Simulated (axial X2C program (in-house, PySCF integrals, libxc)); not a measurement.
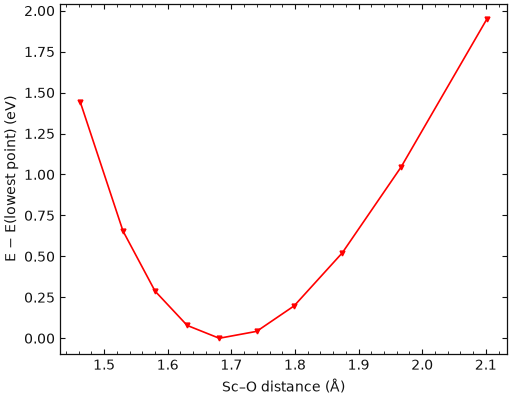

**Figure 1.** Energy at 10 bond lengths, for one set of occupations held fixed; the line joins the points. A polynomial of degree 6 through 9 points gives rₑ = 1.691 Å, ωₑ = 962.4 cm⁻¹, ωₑxₑ = 3.0 cm⁻¹ and Bₑ = 0.4995 cm⁻¹. The minimum lies 3.93 eV below Sc⁻ + O, each computed as one determinant at the same level.

**Relativistic diatomic calculation for ScO⁻**

System: ScO⁻, single determinant with M_S = 0 and |Λ| = 0.
Method: HF, spin-free X2C-1e, Sc dyall-acv3z, O dyall-av3z (cores contracted) (axial X2C program (in-house, PySCF integrals, libxc)).

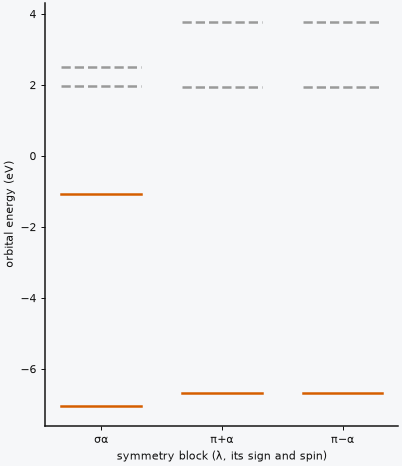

**Figure 2.** Orbital energies near the frontier at 1.68 Å, filled (solid) and empty (dashed); a label such as π−α means λ = −1 and α spin, and the β levels equal the α ones. The highest filled orbital (σα; 71 % Sc s, 16 % Sc p) lies at −1.09 eV, the lowest empty one (π−α; 100 % Sc p) at 1.93 eV.

These pictures come from the run below.

Input file:
```
{"zs": [21, 8], "q": -1, "bas": ["dyall-acv3z", "dyall-av3z"], "levels": ["PBE0", "HF", "PBE50"], "cc": true, "r0": 1.73, "thr": -1.0, "nmax": 90, "npts": 10, "nst": 2, "ntry": 6}
```

The line is the task of a batch: nuclear charges, charge, bases, the levels to run, a first guess of the distance and further settings. This report covers HF without spin-orbit coupling. The log is that of the reference distance 1.681 Å.

The run was one of a batch that the task file lists, launched with:
```bash
python <driver script> task.json out
```

The program's output:
```
spin-free X2C-1e  HF
basis functions 194  fitting functions 1021  grid points 5075
iter        total energy     max residual
   1       -838.274493665     1.50e-01
   2       -838.298326251     1.48e-02
   3       -838.298868882     1.81e-02
   4       -838.304119426     2.24e-03
   5       -838.304316508     9.51e-04
   6       -838.304366246     3.85e-04
   7       -838.304376864     1.67e-04
   8       -838.304378063     7.36e-05
   9       -838.304378278     1.83e-05
  10       -838.304378308     3.73e-06
  11       -838.304378310     1.10e-06
converged
one-electron -1259.71863357  Coulomb 415.21268131  exact exchange -46.68466724  xc functional 0.00000000  nuclear repulsion 52.88624119
correlated 10  virtual 318  natural virtual 88  E(MP2) -0.356272567  MP2 remainder -0.017816152
iter   CCSD correlation   residual
   1     -0.304614425   2.60e-01
   2     -0.323798098   1.63e-01
   3     -0.328920825   5.74e-02
   4     -0.328737620   2.16e-02
   5     -0.328835545   7.55e-03
   6     -0.328863333   3.08e-03
   7     -0.328822106   1.13e-03
   8     -0.328819506   3.87e-04
   9     -0.328830797   1.72e-04
  10     -0.328823975   7.00e-05
  11     -0.328826316   3.40e-05
  12     -0.328826670   1.17e-05
  13     -0.328826486   5.47e-06
  14     -0.328826521   2.73e-06
  15     -0.328826497   1.29e-06
  16     -0.328826467   6.74e-07
  17     -0.328826473   2.63e-07
(T) -0.02151136955603829  T1 0.0437  D1 0.0641  max T2 0.179
```

The points of the curve:

```
R (Å)  E (hartree)  dipole (D; origin at the first atom, positive when the second is positive)  highest filled (eV)  lowest empty (eV)
1.462  −838.251351                                                                        2.20                −0.67               1.93
1.530  −838.280312                                                                        1.27                −0.79               1.93
1.580  −838.293800                                                                        0.58                −0.89               1.93
1.631  −838.301499                                                                       −0.10                −0.99               1.93
1.681  −838.304378                                                                       −0.75                −1.09               1.93
1.740  −838.302832                                                                       −1.50                −1.21               1.93
1.799  −838.297116                                                                       −2.22                −1.32               1.93
1.874  −838.285237                                                                       −3.12                −1.47               1.93
1.967  −838.265972                                                                       −4.20                −1.65               1.93
2.101  −838.232854                                                                       −5.72                −1.90               1.92
```

Key numbers:

- outcome: converged
- bond length rₑ: 1.691 Å
- ωₑ: 962.4 cm⁻¹
- energy at the minimum: −838.30446 hartree
- depth below the fragments: 3.93 eV
- hardware: 1 CPU thread, shared host
- wall time: 1.2 s

Remarks:

Hartree–Fock lacks correlation, so it usually binds too weakly.
